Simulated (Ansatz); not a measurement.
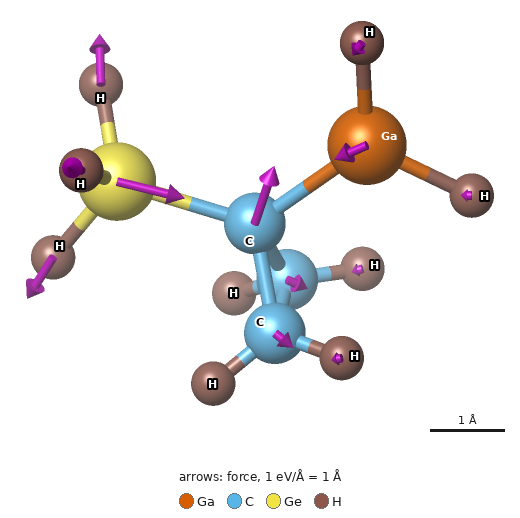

Starting geometry of C3H9GaGe with the computed forces as purple arrows. A ball-and-stick model, seen at a tilt.

The start comes from GFN2-xTB.

All numbers below come from Ansatz, RKS PBE0-D4/def2-TZVP. Settings: force threshold 0.005 eV/Å; at most 150 steps.

**What follows when this structure is relaxed?**

It isn't relaxed: the largest force vector, on Ge atoms, is 0.95 eV/Å. The final displacements have little in common with the starting forces (cosine between the two patterns 0.25). The atom that moves furthest after the best rigid fit is an H atom (0.29 Å). By element the largest moves are H 0.29 Å, Ge 0.10 Å, C 0.06 Å, Ga 0.05 Å. Some distances before and after: C–Ga 2.011 → 1.949 Å, Ge–H 1.498 → 1.541 Å, C–Ge 1.954 → 1.937 Å, Ga–H 1.583 → 1.570 Å. Bond angles that change, for instance: C–Ga–H 128.1° → 122.3°, Ga–C–C 111.3° → 116.1°, Ga–C–Ge 123.7° → 119.0°. Over 7 geometry steps the energy falls by 2.66 kcal/mol. Largest force component: 0.79 eV/Å at the start, 0.0011 eV/Å at the end. The run took about 50 s of wall time on a shared GPU.
